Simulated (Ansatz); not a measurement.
# HF/cc-pVDZ run of Si2H5Cl (SMILES [SiH3][SiH2]Cl)

What is the vertical singlet–triplet gap of Si2H5Cl at HF/cc-pVDZ? 

The results are computed with Ansatz 0.2.0.

59 further runs of the same task are left out: 59 set aside as unsound or not needed.

### 1 The structure to begin with

The species is Si2H5Cl (8 atoms), meant as a singlet with charge 0. As SMILES, `[SiH3][SiH2]Cl`. The coordinates come from a PBE0-D4/def2-TZVP relaxation.

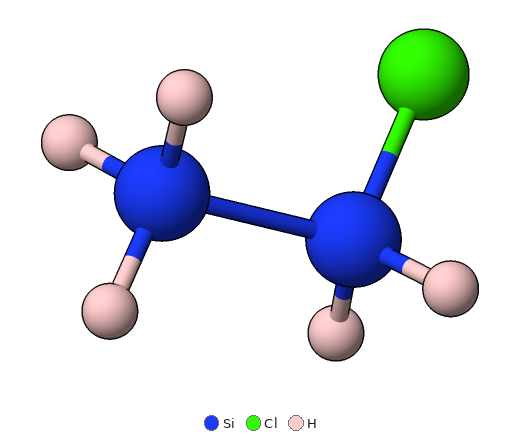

Viewed from a chosen angle; silicon blue, chlorine green, hydrogen pink.

### 2 A single-point energy at HF/cc-pVDZ

job.yaml

```yaml
basis:
  gaussian: {orbitals: cc-pVDZ}
crystal:
  periodic: [false, false, false]
  atoms:
    - {symbol: Si, position_ang: [-0.706500, 0.881800, -0.390300]}
    - {symbol: Si, position_ang: [0.573400, -0.938800, 0.325900]}
    - {symbol: Cl, position_ang: [2.431600, -0.252900, 0.908000]}
    - {symbol: H, position_ang: [-2.053000, 0.410100, -0.813000]}
    - {symbol: H, position_ang: [-0.034300, 1.540700, -1.540000]}
    - {symbol: H, position_ang: [-0.854500, 1.855700, 0.722100]}
    - {symbol: H, position_ang: [-0.041800, -1.622800, 1.491400]}
    - {symbol: H, position_ang: [0.777200, -1.930900, -0.759900]}
hamiltonian: {xc: hf}
accuracy: high
output: {orbitals: {seedname: orbitals}}
```

On the command line:

```console
$ ansatz run job.yaml --threads 1 --pin off --max-ram 3480MiB --events-out events.jsonl --progress --plain --runs-dir runs
```

The log of the run:

```text
Warning: RAYON_NUM_THREADS=1 ignored (pool sized by the plan → 1); use --threads N
Functional definition: HF
  name "HF"
  exchange = exact_x
  correlation = 0
1853 factors; integrals over basis functions are off by at most 3.8e-9 eV
mean field evaluation 1: about -28307.2420 eV, gradient 1.5e1 eV
mean field evaluation 2: about -28307.2562 eV, gradient 1.5e1 eV
mean field evaluation 4: about -28308.4453 eV, gradient 1.8e0 eV
mean field evaluation 8: about -28308.4614 eV, gradient 2.0e-4 eV
mean field -28308.46142031 eV, -1040.3167690320 hartree, gradient 3.5e-8 eV, S^2 0.000000; 0 other end points of the search recorded, 0 dependent functions left out
reference -28308.46142031 eV, -1040.3167690320 hartree; 25, 25 occupied and 54, 54 virtual orbitals, 1853 factors
Total energy: -28308.46142031 eV, -1040.3167690320 hartree
```

Wall time 2.6 s (1 thread of Arm Neoverse V1, shared host); peak memory 0.22 GiB.

### 3 The triplet at the same level

molecule.yaml

```yaml
basis:
  gaussian:
    orbitals: cc-pVDZ
crystal:
  periodic: [false, false, false]
  atoms:
    - {symbol: Si, position_ang: [-0.706500, 0.881800, -0.390300]}
    - {symbol: Si, position_ang: [0.573400, -0.938800, 0.325900]}
    - {symbol: Cl, position_ang: [2.431600, -0.252900, 0.908000]}
    - {symbol: H, position_ang: [-2.053000, 0.410100, -0.813000]}
    - {symbol: H, position_ang: [-0.034300, 1.540700, -1.540000]}
    - {symbol: H, position_ang: [-0.854500, 1.855700, 0.722100]}
    - {symbol: H, position_ang: [-0.041800, -1.622800, 1.491400]}
    - {symbol: H, position_ang: [0.777200, -1.930900, -0.759900]}
magnetization:
  spin_polarized: true
  initial_magnetization: 2
hamiltonian:
  xc: hf
accuracy: high
output: {orbitals: {seedname: orbitals}}
```

On the command line:

```console
$ ansatz run molecule.yaml --threads 1 --pin off --max-ram 3480MiB --events-out events.jsonl --progress --plain --runs-dir runs
```

The log of the run:

```text
Warning: RAYON_NUM_THREADS=1 ignored (pool sized by the plan → 1); use --threads N
[... 4 set-up lines as earlier in the session ...]
1854 factors; integrals over basis functions are off by at most 3.8e-9 eV
mean field evaluation 1: about -28300.4069 eV, gradient 1.1e1 eV
mean field evaluation 2: about -28300.4231 eV, gradient 1.1e1 eV
mean field evaluation 4: about -28302.0080 eV, gradient 2.4e0 eV
mean field evaluation 8: about -28302.2124 eV, gradient 1.6e-1 eV
mean field evaluation 16: about -28302.2150 eV, gradient 5.9e-7 eV
mean field evaluation 32: about -28301.7172 eV, gradient 7.1e-1 eV
mean field evaluation 64: about -28301.0625 eV, gradient 1.0e0 eV
mean field evaluation 96: about -28301.0128 eV, gradient 3.2e-1 eV
mean field evaluation 128: about -28302.2117 eV, gradient 1.9e-1 eV
mean field -28302.21502568 eV, -1040.0872182633 hartree, gradient 2.2e-8 eV, S^2 2.010234; 2 other end points of the search recorded, 0 dependent functions left out
reference -28302.21502568 eV, -1040.0872182633 hartree; 26, 24 occupied and 53, 55 virtual orbitals, 1854 factors
Total energy: -28302.21502568 eV, -1040.0872182633 hartree
```

It took 8.1 s on 1 thread of Arm Neoverse V1, shared host; peak memory 0.29 GiB.

### 4 Outcome

Level: HF/cc-pVDZ.

```
                                        quantity           value
                           singlet: total energy  -1040.31677 Eh
                            singlet: HOMO energy       -10.96 eV
                            singlet: LUMO energy         3.02 eV
                          singlet: HOMO–LUMO gap        13.98 eV
                           triplet: total energy  -1040.08722 Eh
     triplet: HOMO energy (highest over α and β)        -4.49 eV
      triplet: LUMO energy (lowest over α and β)        -2.53 eV
                                   triplet: ⟨S²⟩           2.010
vertical energy of the triplet above the singlet        6.246 eV
```

In words: At this shape the triplet lies 6.25 eV (603 kJ/mol) above the singlet.
